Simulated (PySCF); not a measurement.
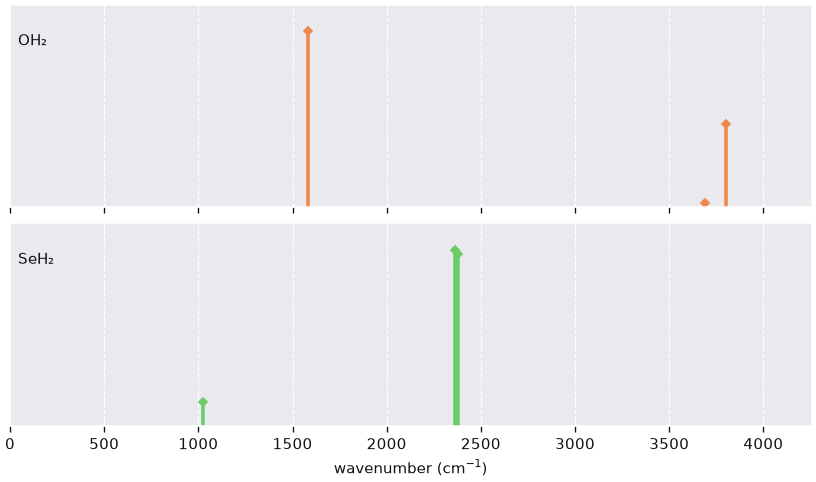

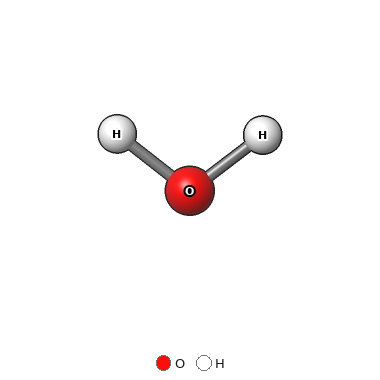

Harmonic infrared lines of OH₂ and SeH₂, all C2v singlets, each the lowest point that its search found (OH₂ is drawn); the central atom changes down one group of the periodic table. PBE/def2-TZVP, PySCF, unscaled, no spin-orbit coupling; each panel is scaled to its strongest line, degenerate modes are one line with their intensities summed, and dots on the axis are modes too weak to show or inactive.

Q: How do the bond length and the stretches change along the series?

A: Mean bond length: OH₂ 0.971, SeH₂ 1.480 Å, rising down the group. Highest b2 mode: OH₂ 3801, SeH₂ 2377 cm⁻¹, falling down the group.

Caveats, for all or some of the runs: no scalar relativity.
